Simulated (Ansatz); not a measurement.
# How Ag(110) screens a field

Wanted: the response of a Ag(110) slab to a perpendicular field.

Main program and level: Ansatz 0.2.0; plane-wave DFT, PBE, Ansatz PAW, in the first sound run; inputs show where later runs differ.

**1. The starting structure**

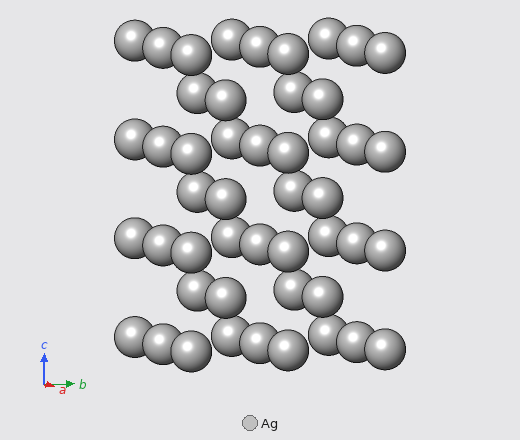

The cell as given, from the side, with the c axis up (silver light grey). 2×2×1 cells are drawn. Some periodic images of atoms are drawn too.

The cell holds 7 atoms: 7 Ag. Cell: a = 4.090 Å, b = 2.892 Å, c = 26.676 Å, α = 90.0°, β = 90.0°, γ = 90.0°. Vacuum lies along c.

**2. Atoms held, field 0**

A sawtooth potential applies the field, turning back in the middle of the vacuum. With the dipole correction the typed value is the field outside the slab. The induced dipole is small, so the SCF threshold is tight.

input.yaml reads:

```yaml
crystal:
  lattice:
    - [4.09, 0.0, 0.0]
    - [0.0, 2.8920667351, 0.0]
    - [0.0, 0.0, 26.6762002052]
  atoms:
    - { symbol: Ag, position: [0.0, 0.0, 0.3373793843] }
    - { symbol: Ag, position: [0.5, 0.5, 0.3915862562] }
    - { symbol: Ag, position: [0.0, 0.0, 0.4457931281] }
    - { symbol: Ag, position: [0.5, 0.5, 0.5] }
    - { symbol: Ag, position: [0.0, 0.0, 0.5542068719] }
    - { symbol: Ag, position: [0.5, 0.5, 0.6084137438] }
    - { symbol: Ag, position: [0.0, 0.0, 0.6626206157] }
kpoints:
  mp_grid: { grid: [12, 18, 1] }
hamiltonian:
  xc: pbe
scf:
  occupations: { method: fermi_dirac, width: 0.1 }
  convergence: { dr2_threshold: 1.0e-10 }
efield:
  axis: 3
  dipole_correction: true
  ramp_position: 0.97
  ramp_width: 0.06
  amplitude: 0
output:
  forces: true
  write_potential: true
  write_density: true
  volumetric_format: npy
```

On the command line:

```bash
$ ansatz run input.yaml --threads 4 --pin off --max-ram 6144MiB --backend cpu --events-out ev --progress --plain --runs-dir out
```

Numbers of over 12 decimals in the logs are rounded to 6 here.

Log:

```text
Engine: ansatz 0.2.0, x86_64-unknown-linux-gnu
Pseudopotentials: kind: paw
Pseudopotential: Ag, paw, valence charge 19, recommended cutoff 420 eV (normal), Ag.paw.azcp
Functional definition: PBE
  parameter kappa = 0.804
  parameter beta = 0.066725
  exchange = pbe_x(kappa = kappa, mu = beta*pi^2/3)
  correlation = pbe_c(beta = beta)
Crystal: 7 atoms, lattice volume = 315.541 Å³
Basis set: ecut = 420 eV, 6169 PW (Γ), exchange–correlation on 60×40×360 points (8 copies of the dense FFT grid, shifted against one another)
Bands: 80, of which v1, the nominal top of the filled ones, is band 67 counted from 1 (66 counted from 0)
Symmetry: 4 space group operations
k-points: 70 of 216
Non-local potential: Ag, projectors of the file, l = 0: 3, l = 1: 2, l = 2: 2, l = 3: 1
PAW form: soft (Blöchl's): semilocal exchange-correlation on the pseudo side does not see the compensation charge
PAW one-centre angular grid: Ag, 590 points (default); XC on 64 Gauss nodes
Initial density: superposition of atomic densities (neutral atoms: chi_scale 0, normalization atom), corrected by the library's trained network
Initial wavefunctions: pseudopotential atomic-orbital guess
Functional: x = pbe(κ = 0.804, μ = 0.219515), c = pbe(β = 0.066725)
SCF iter   1: F=—  HF=-53132.543593 eV  |F-HF|=—  |Δ(HF+E_count)|=         —  Δρ=9.90e-4  dr2=3.91e-3  ethr=1.77e-3  p=0.000 e·Å  D=2.42e-13 V/Å  ΔV_dip=-0.00 eV  dr2_dipole=1.03e-8  V_vac-E_F(+/−)=4.08/4.08 eV  ⟨swp⟩=7.7  Hψ=22907  notcnv=0  defer=93
efield: sawtooth ramp at fractional position 0.9700 (set: `efield.ramp_position`, or a place that a band, a saddle search or an elastic batch's reference lends), width 0.0600; the density the first Hamiltonian is built on has a dipole p = 0.000 e·Å; the dipole correction subtracts the counter field D = 2.42e-13 V/Å, which shifts the + side's vacuum level by -0.00 eV against the − side's; the planar-averaged density in the ramp window peaks in size at 4.6e-6 e/Å³
preconditioner: auto → LDOS  [metal: Δε(μ)=0.015 eV  Ē_g=9.017 eV  σ=0.100 eV  W_gap=0.04  n_scr=64 (ndim 8)  ℏωp=18.3 eV  f_vac=0.575  D(μ)=2.06/eV (n_scr^D=8)  β→1.0]
SCF iter   2: F=—  HF=-53132.551948 eV  |F-HF|=—  |Δ(HF+E_count)|=   8.36e-3  Δρ=1.05e-3  dr2=3.41e-3  ethr=2.94e-6  p=-0.000 e·Å  D=-3.76e-7 V/Å  ΔV_dip=0.00 eV  dr2_dipole=1.12e-8  V_vac-E_F(+/−)=4.12/4.12 eV  ⟨swp⟩=3.0  Hψ=13946  notcnv=0  defer=202
SCF iter   3: F=—  HF=-53132.551037 eV  |F-HF|=—  |Δ(HF+E_count)|=   9.11e-4  Δρ=2.04e-4  dr2=1.11e-4  ethr=2.56e-6  p=-0.000 e·Å  D=-6.87e-7 V/Å  ΔV_dip=0.00 eV  dr2_dipole=2.49e-9  V_vac-E_F(+/−)=4.12/4.12 eV  ⟨swp⟩=2.4  Hψ=9561  notcnv=0  defer=202
SCF iter   4: F=—  HF=-53132.551043 eV  |F-HF|=—  |Δ(HF+E_count)|=   6.17e-6  Δρ=5.08e-5  dr2=9.20e-6  ethr=8.37e-8  p=-0.000 e·Å  D=-1.59e-8 V/Å  ΔV_dip=0.00 eV  dr2_dipole=1.00e-10  V_vac-E_F(+/−)=4.12/4.12 eV  ⟨swp⟩=2.3  Hψ=9496  notcnv=0  defer=202
SCF iter   5: F=—  HF=-53132.551132 eV  |F-HF|=—  |Δ(HF+E_count)|=   8.98e-5  Δρ=2.19e-5  dr2=1.31e-6  ethr=6.92e-9  p=0.000 e·Å  D=1.05e-7 V/Å  ΔV_dip=-0.00 eV  dr2_dipole=3.75e-12  V_vac-E_F(+/−)=4.13/4.13 eV  ⟨swp⟩=2.7  Hψ=10751  notcnv=0  defer=201
SCF iter   6: F=—  HF=-53132.551133 eV  |F-HF|=—  |Δ(HF+E_count)|=   3.21e-7  Δρ=5.47e-6  dr2=8.49e-8  ethr=9.86e-10  p=0.000 e·Å  D=7.06e-8 V/Å  ΔV_dip=-0.00 eV  dr2_dipole=1.70e-13  V_vac-E_F(+/−)=4.13/4.13 eV  ⟨swp⟩=2.0  Hψ=8048  notcnv=0  defer=201
SCF iter   7: F=—  HF=-53132.551133 eV  |F-HF|=—  |Δ(HF+E_count)|=   9.77e-8  Δρ=2.00e-6  dr2=1.20e-8  ethr=6.39e-11  p=0.000 e·Å  D=3.92e-8 V/Å  ΔV_dip=-0.00 eV  dr2_dipole=5.31e-14  V_vac-E_F(+/−)=4.13/4.13 eV  ⟨swp⟩=2.5  Hψ=10200  notcnv=0  defer=201
SCF iter   8: F=—  HF=-53132.551133 eV  |F-HF|=—  |Δ(HF+E_count)|=   2.94e-8  Δρ=4.93e-7  dr2=7.20e-10  ethr=9.02e-12  p=0.000 e·Å  D=1.10e-8 V/Å  ΔV_dip=-0.00 eV  dr2_dipole=3.24e-14  V_vac-E_F(+/−)=4.13/4.13 eV  ⟨swp⟩=2.3  Hψ=8103  notcnv=0  defer=201
SCF iter   9: F=—  HF=-53132.551133 eV  |F-HF|=—  |Δ(HF+E_count)|=   1.01e-9  Δρ=2.00e-7  dr2=1.02e-10  ethr=1.00e-12  p=0.000 e·Å  D=1.75e-9 V/Å  ΔV_dip=-0.00 eV  dr2_dipole=3.22e-15  V_vac-E_F(+/−)=4.13/4.13 eV  ⟨swp⟩=16.8  Hψ=34276  notcnv=0
SCF iter  10: F=-53132.551133 eV  HF=-53132.551133 eV  |F-HF|=2.26e-10  |Δ(HF+E_count)|=  4.87e-10  Δρ=5.98e-8  dr2=1.01e-11  ethr=1.00e-12  p=0.000 e·Å  D=4.45e-10 V/Å  ΔV_dip=-0.00 eV  dr2_dipole=1.80e-16  V_vac-E_F(+/−)=4.13/4.13 eV  ⟨swp⟩=7.9  Hψ=27187  notcnv=0
SCF 1 converged in 10 iterations: F = -53132.551133 eV  dr2 = 1.01e-11
  greatest PAW one-centre occupation: 1.000 electrons in one spin orbital (limit 2), on the Ag atom at site 3 (counted from 0), in its partial waves of l = 0
WARN: The output density's exchange-correlation potential varies sharply where the density is thin. Do not read a vacuum level from v_tot or v_xc, or from such a field of the output density. On a cell that repeats whose density bears no net charge and no dipole along the vacuum's axis use v_es (v_loc + v_h of the components); under efield.dipole_correction with no amplitude use v_es + v_field, which holds any externa [...]
SCF converged after 10 iterations
Free energy (F): -53132.551133 eV
Harris-Foulkes:  -53132.551133 eV  (|F-HF|=2.26e-10)
Internal energy: -53132.484369 eV  (E = F + TS)
E sigma→0 (E₀):  -53132.517751 eV
Entropy (-TS):   -0.066764 eV (-9.538 meV/atom)
Fermi energy:    4.024009 eV
Dipole field:    D = -0.000000 V/Å  (p = -0.000000 e·Å, saw-weighted, corrected)
Work function:   Φ+ = 4.1268 eV   Φ− = 4.1268 eV
Levels:          The Fermi level and band energies are counted from a zero that moves with the ramp; work functions are not
--- Per-component energies (eV) ---
  E_band       = -3396.492804
  E_kinetic    = 3691.510759
  E_local      = -248814.550103  (includes V_loc(G=0)·N_el)
  E_nonlocal   = 561.542442
  E_hartree    = 122845.253607
  E_xc         = -1292.006238
  E_vxc        = -1641.267613  (∫ρ·V_xc dr)
  E_paw        = -27316.119547  (= ΣΔE_a)
  E_vpaw       = -2884.237259  (= ΣTr[D̂ρ^β])
  E_aug_tail   = 0.002282  (compensation charges beyond the density's cutoff)
  E_efield     = 0.000000  (sawtooth field / dipole correction)
  E_vefield    = 0.000000  (∫n·V_field dr)
  E_ewald      = 97191.882428
  E_smearing   = -0.066764  (= −TS)
  E_closure    = -0.000000  (closes the sum)
  Σ components = -53132.551133   (vs F -53132.551133, Δ=0.00e0)
--- Forces (eV/Å), atoms counted from 1 ---
  atom   1  Ag     0.00000000     0.00000000     0.05670927
  atom   2  Ag     0.00000000     0.00000000    -0.32459323
  atom   3  Ag     0.00000000     0.00000000    -0.02892550
  atom   4  Ag     0.00000000     0.00000000     0.00000000
  atom   5  Ag     0.00000000     0.00000000     0.02892550
  atom   6  Ag     0.00000000     0.00000000     0.32459324
  atom   7  Ag     0.00000000     0.00000000    -0.05670927
  max |Σ_I F_I| component: 1.12e-8 eV/Å
--- Band table (eV; the first three rows and the last of 70) ---
  k-point 0: bands = [... 63 lower, 1.1252, 1.2393, 1.2406, 2.6516, 4.4471, 6.2565, 6.3426, 7.7682, ... 9 higher]
  k-point 1: bands = [... 63 lower, 1.1812, 1.1852, 1.2525, 2.6970, 4.5098, 6.4058, 6.4084, 7.8256, ... 9 higher]
  k-point 2: bands = [... 63 lower, 1.1011, 1.2284, 1.2926, 2.8330, 4.6932, 6.6004, 6.8257, 7.9960, ... 9 higher]
  k-point 69: bands = [... 63 lower, 4.2368, 4.3086, 5.7319, 5.9481, 7.5422, 7.6771, 7.6987, 7.9451, ... 9 higher]
```

Run time: 45 s. Hardware: 4 threads of Intel Xeon Platinum 8488C (Sapphire Rapids), shared host; peak memory 1.6 GiB.

The column dr2 measures how far the density is from self-consistency, as an energy; F and HF (Harris–Foulkes) agree once it is small.

This step gave:

* energy at zero smearing: -53132.5178 eV
* work function, upper face: 4.127 eV
* dipole along the normal: -2.43e-8 e·Å

Running mean over 1.446 Å of the planar mean; the ramp of the sawtooth is left out. Electron's electrostatic potential energy less the Fermi level against z:

```tsv
z (Å)	electron's electrostatic potential energy less the Fermi level (eV)
4	4.13
5	4.12
6	4.10
7	3.86
8	0.779
9	-4.97
10	-5.94
11	-6.06
12	-6.06
13	-6.07
14	-6.07
15	-6.07
16	-6.04
17	-5.85
18	-3.58
19	2.48
20	4.01
21	4.12
22	4.13
23	4.13
```

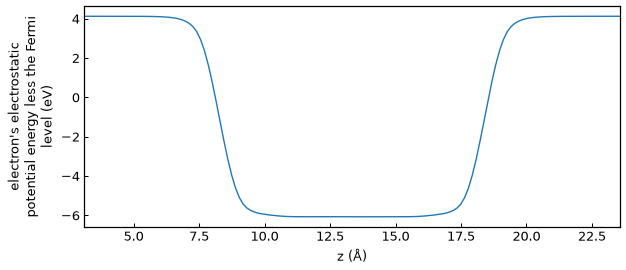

Electron's electrostatic potential energy less the Fermi level against z.

Force by atom:

```tsv
atom	x (eV/Å)	y (eV/Å)	z (eV/Å)	size
Ag1	0.000	0.000	0.057	0.057
Ag2	0.000	0.000	-0.325	0.325
Ag3	0.000	0.000	-0.029	0.029
Ag4	0.000	0.000	0.000	0.000
Ag5	0.000	0.000	0.029	0.029
Ag6	0.000	0.000	0.325	0.325
Ag7	0.000	0.000	-0.057	0.057
```

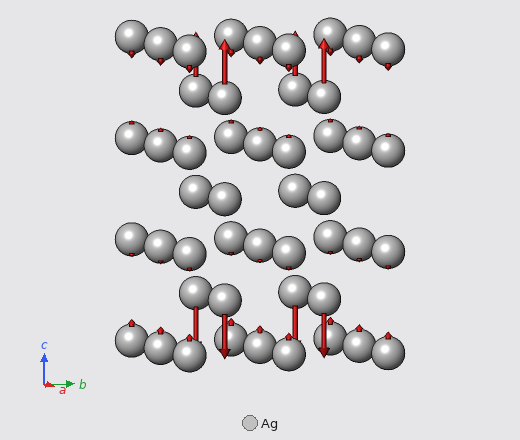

Force as arrows, the longest 0.325 eV/Å. 2×2×1 cells are drawn. Some periodic images of atoms are drawn too.

The work function of the upper face is 4.13 eV.

**3. Atoms held, field 0.05 V/Å**

Edit input.yaml of step 2 so:

```diff
@@ -25,3 +25,3 @@
   ramp_width: 0.06
-  amplitude: 0
+  amplitude: 0.05
 output:
```

Log:

```text
[...]
Crystal: 7 atoms, lattice volume = 315.541 Å³
Basis set: ecut = 420 eV, 6169 PW (Γ), exchange–correlation on 60×40×360 points (8 copies of the dense FFT grid, shifted against one another)
Bands: 80, of which v1, the nominal top of the filled ones, is band 67 counted from 1 (66 counted from 0)
Symmetry: 4 space group operations
k-points: 70 of 216
[...]
k-point 0: bands = [... 63 lower, 1.1250, 1.2391, 1.2404, 2.6513, 4.4468, 6.2563, 6.3413, 7.7392, ... 9 higher]
  k-point 1: bands = [... 63 lower, 1.1810, 1.1850, 1.2523, 2.6968, 4.5095, 6.4056, 6.4071, 7.7965, ... 9 higher]
  k-point 2: bands = [... 63 lower, 1.1009, 1.2282, 1.2924, 2.8328, 4.6929, 6.5990, 6.8255, 7.9667, ... 9 higher]
  k-point 69: bands = [... 63 lower, 4.2366, 4.3084, 5.7318, 5.9479, 7.5420, 7.6769, 7.6985, 7.9449, ... 9 higher]
[key lines of the parts left out:]
SCF converged after 13 iterations
Free energy (F): -53132.552075 eV
Fermi energy:    4.023811 eV
Dipole field:    D = 0.021609 V/Å  (p = 0.037681 e·Å, saw-weighted, corrected)
```

Elapsed: 49 s, on 4 threads; peak memory 1.5 GiB; 3.2 min of CPU time.

The dipole is 0.0377 e·Å.

**4. Atoms held, field -0.05 V/Å**

Edit input.yaml of step 3 so:

```diff
@@ -25,3 +25,3 @@
   ramp_width: 0.06
-  amplitude: 0.05
+  amplitude: -0.05
 output:
```

Log:

```text
[...]
Crystal: 7 atoms, lattice volume = 315.541 Å³
Basis set: ecut = 420 eV, 6169 PW (Γ), exchange–correlation on 60×40×360 points (8 copies of the dense FFT grid, shifted against one another)
Bands: 80, of which v1, the nominal top of the filled ones, is band 67 counted from 1 (66 counted from 0)
Symmetry: 4 space group operations
k-points: 70 of 216
[...]
k-point 0: bands = [... 63 lower, 1.1250, 1.2391, 1.2404, 2.6513, 4.4468, 6.2563, 6.3413, 7.7392, ... 9 higher]
  k-point 1: bands = [... 63 lower, 1.1810, 1.1850, 1.2523, 2.6968, 4.5095, 6.4056, 6.4071, 7.7965, ... 9 higher]
  k-point 2: bands = [... 63 lower, 1.1009, 1.2282, 1.2924, 2.8328, 4.6929, 6.5990, 6.8255, 7.9667, ... 9 higher]
  k-point 69: bands = [... 63 lower, 4.2366, 4.3084, 5.7318, 5.9479, 7.5420, 7.6769, 7.6985, 7.9449, ... 9 higher]
[key lines of the parts left out:]
SCF converged after 13 iterations
Free energy (F): -53132.552075 eV
Fermi energy:    4.023811 eV
Dipole field:    D = -0.021609 V/Å  (p = -0.037681 e·Å, saw-weighted, corrected)
```

Elapsed: 49 s, on 4 threads; peak memory 1.5 GiB.

The dipole is -0.0377 e·Å.

**5. Atoms held, field 0.1 V/Å**

Edit input.yaml of step 4 so:

```diff
@@ -25,3 +25,3 @@
   ramp_width: 0.06
-  amplitude: -0.05
+  amplitude: 0.1
 output:
```

Log:

```text
[...]
Crystal: 7 atoms, lattice volume = 315.541 Å³
Basis set: ecut = 420 eV, 6169 PW (Γ), exchange–correlation on 60×40×360 points (8 copies of the dense FFT grid, shifted against one another)
Bands: 80, of which v1, the nominal top of the filled ones, is band 67 counted from 1 (66 counted from 0)
Symmetry: 4 space group operations
k-points: 70 of 216
[...]
k-point 0: bands = [... 63 lower, 1.1244, 1.2385, 1.2398, 2.6507, 4.4458, 6.2557, 6.3374, 7.6579, ... 9 higher]
  k-point 1: bands = [... 63 lower, 1.1804, 1.1845, 1.2517, 2.6962, 4.5086, 6.4031, 6.4050, 7.7150, ... 9 higher]
  k-point 2: bands = [... 63 lower, 1.1003, 1.2276, 1.2918, 2.8321, 4.6919, 6.5948, 6.8249, 7.8850, ... 9 higher]
  k-point 69: bands = [... 63 lower, 4.2360, 4.3078, 5.7312, 5.9473, 7.5415, 7.6763, 7.6979, 7.9442, ... 9 higher]
[key lines of the parts left out:]
SCF converged after 13 iterations
Free energy (F): -53132.554901 eV
Fermi energy:    4.023213 eV
Dipole field:    D = 0.043220 V/Å  (p = 0.075367 e·Å, saw-weighted, corrected)
```

Run time: 51 s. Hardware: 4 threads; peak memory 1.5 GiB.

The dipole is 0.0754 e·Å.

**6. Single point, field -0.1 V/Å**

Edit input.yaml of step 5 so:

```diff
@@ -25,3 +25,3 @@
   ramp_width: 0.06
-  amplitude: 0.1
+  amplitude: -0.1
 output:
```

Log:

```text
[...]
Crystal: 7 atoms, lattice volume = 315.541 Å³
Basis set: ecut = 420 eV, 6169 PW (Γ), exchange–correlation on 60×40×360 points (8 copies of the dense FFT grid, shifted against one another)
Bands: 80, of which v1, the nominal top of the filled ones, is band 67 counted from 1 (66 counted from 0)
Symmetry: 4 space group operations
k-points: 70 of 216
[...]
k-point 0: bands = [... 63 lower, 1.1244, 1.2385, 1.2398, 2.6507, 4.4458, 6.2557, 6.3374, 7.6579, ... 9 higher]
  k-point 1: bands = [... 63 lower, 1.1804, 1.1845, 1.2517, 2.6962, 4.5086, 6.4031, 6.4050, 7.7150, ... 9 higher]
  k-point 2: bands = [... 63 lower, 1.1003, 1.2276, 1.2918, 2.8321, 4.6919, 6.5948, 6.8249, 7.8850, ... 9 higher]
  k-point 69: bands = [... 63 lower, 4.2360, 4.3078, 5.7312, 5.9473, 7.5415, 7.6763, 7.6979, 7.9442, ... 9 higher]
[key lines of the parts left out:]
SCF converged after 13 iterations
Free energy (F): -53132.554901 eV
Fermi energy:    4.023213 eV
Dipole field:    D = -0.043220 V/Å  (p = -0.075367 e·Å, saw-weighted, corrected)
```

It took 50 s on 4 threads; peak memory 1.5 GiB; 3.3 min of CPU time.

The dipole is -0.0754 e·Å.

**7. Single point, field 0.2 V/Å**

Edit input.yaml of step 6 so:

```diff
@@ -25,3 +25,3 @@
   ramp_width: 0.06
-  amplitude: -0.1
+  amplitude: 0.2
 output:
```

Log:

```text
[...]
Crystal: 7 atoms, lattice volume = 315.541 Å³
Basis set: ecut = 420 eV, 6169 PW (Γ), exchange–correlation on 60×40×360 points (8 copies of the dense FFT grid, shifted against one another)
Bands: 80, of which v1, the nominal top of the filled ones, is band 67 counted from 1 (66 counted from 0)
Symmetry: 4 space group operations
k-points: 70 of 216
[...]
k-point 0: bands = [... 63 lower, 1.1220, 1.2361, 1.2374, 2.6481, 4.4420, 6.2533, 6.3202, 7.3883, ... 9 higher]
  k-point 1: bands = [... 63 lower, 1.1778, 1.1823, 1.2493, 2.6936, 4.5047, 6.3856, 6.4026, 7.4454, ... 9 higher]
  k-point 2: bands = [... 63 lower, 1.0979, 1.2253, 1.2895, 2.8295, 4.6880, 6.5763, 6.8225, 7.6155, ... 9 higher]
  k-point 69: bands = [... 63 lower, 4.2337, 4.3054, 5.7289, 5.9450, 7.5392, 7.6738, 7.6955, 7.9417, ... 9 higher]
[key lines of the parts left out:]
SCF converged after 13 iterations
Free energy (F): -53132.566207 eV
Fermi energy:    4.020813 eV
Dipole field:    D = 0.086458 V/Å  (p = 0.150765 e·Å, saw-weighted, corrected)
```

Wall time 52 s (4 threads); peak memory 1.5 GiB.

The dipole is 0.151 e·Å.

**8. Single point, field -0.2 V/Å**

Edit input.yaml of step 7 so:

```diff
@@ -25,3 +25,3 @@
   ramp_width: 0.06
-  amplitude: 0.2
+  amplitude: -0.2
 output:
```

Log:

```text
[...]
Crystal: 7 atoms, lattice volume = 315.541 Å³
Basis set: ecut = 420 eV, 6169 PW (Γ), exchange–correlation on 60×40×360 points (8 copies of the dense FFT grid, shifted against one another)
Bands: 80, of which v1, the nominal top of the filled ones, is band 67 counted from 1 (66 counted from 0)
Symmetry: 4 space group operations
k-points: 70 of 216
[...]
k-point 0: bands = [... 63 lower, 1.1220, 1.2361, 1.2374, 2.6481, 4.4420, 6.2533, 6.3202, 7.3883, ... 9 higher]
  k-point 1: bands = [... 63 lower, 1.1778, 1.1823, 1.2493, 2.6936, 4.5047, 6.3856, 6.4026, 7.4454, ... 9 higher]
  k-point 2: bands = [... 63 lower, 1.0979, 1.2253, 1.2895, 2.8295, 4.6880, 6.5763, 6.8225, 7.6155, ... 9 higher]
  k-point 69: bands = [... 63 lower, 4.2337, 4.3054, 5.7289, 5.9450, 7.5392, 7.6738, 7.6955, 7.9417, ... 9 higher]
[key lines of the parts left out:]
SCF converged after 13 iterations
Free energy (F): -53132.566207 eV
Fermi energy:    4.020813 eV
Dipole field:    D = -0.086458 V/Å  (p = -0.150765 e·Å, saw-weighted, corrected)
```

Elapsed: 50 s, on 4 threads; peak memory 1.5 GiB.

The dipole is -0.151 e·Å.

**9. Single point, field 0.4 V/Å**

Edit input.yaml of step 8 so:

```diff
@@ -25,3 +25,3 @@
   ramp_width: 0.06
-  amplitude: -0.2
+  amplitude: 0.4
 output:
@@ -31 +31,2 @@
   volumetric_format: npy
+  elf: true
```

Log:

```text
[...]
Crystal: 7 atoms, lattice volume = 315.541 Å³
Basis set: ecut = 420 eV, 6169 PW (Γ), exchange–correlation on 60×40×360 points (8 copies of the dense FFT grid, shifted against one another)
Bands: 80, of which v1, the nominal top of the filled ones, is band 67 counted from 1 (66 counted from 0)
Symmetry: 4 space group operations
k-points: 70 of 216
[...]
k-point 0: bands = [... 63 lower, 1.1125, 1.2265, 1.2278, 2.6374, 4.4261, 6.2095, 6.2436, 6.7485, ... 9 higher]
  k-point 1: bands = [... 63 lower, 1.1677, 1.1731, 1.2397, 2.6830, 4.4888, 6.2719, 6.3929, 6.8079, ... 9 higher]
  k-point 2: bands = [... 63 lower, 1.0882, 1.2156, 1.2799, 2.8189, 4.6718, 6.4546, 6.8128, 6.9846, ... 9 higher]
  k-point 69: bands = [... 63 lower, 4.2241, 4.2957, 5.7196, 5.9355, 7.5299, 7.6638, 7.6856, 7.9315, ... 9 higher]
[key lines of the parts left out:]
SCF converged after 13 iterations
Free energy (F): -53132.611456 eV
Fermi energy:    4.011034 eV
Dipole field:    D = 0.173070 V/Å  (p = 0.301798 e·Å, saw-weighted, corrected)
```

The job ended after 49 s (4 threads; peak memory 1.5 GiB; 3.2 min of CPU time).

Running mean over 1.446 Å of the planar mean, with the applied field; the ramp of the sawtooth is left out. The electron's electrostatic potential energy less the Fermi level by z:

```tsv
z (Å)	electron's electrostatic potential energy less the Fermi level (eV)
4	2.72
6	3.49
8	0.733
10	-5.95
12	-6.06
14	-6.06
16	-6.04
18	-3.57
20	4.41
22	5.31
```

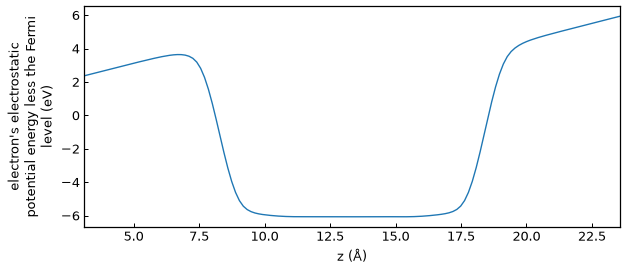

Electron's electrostatic potential energy less the Fermi level against z.

The dipole is 0.302 e·Å.

(Part 1 of 2 ends here.)

[Logs are printed without paths, hosts, clocks, repeated set-up lines and the standing remarks that a program may print on its own settings, such as how far it seeks lower states.]

[Hosts, paths, dates, database ids (printed as entryN), source tags and the programs' standing remarks are cut or masked in the printed files.]

[Maps of the electrostatic potential energy from Ansatz leave out the sawtooth potential of an applied field or a dipole correction, so their vacuum need not be flat; planar profiles and work functions include it.]
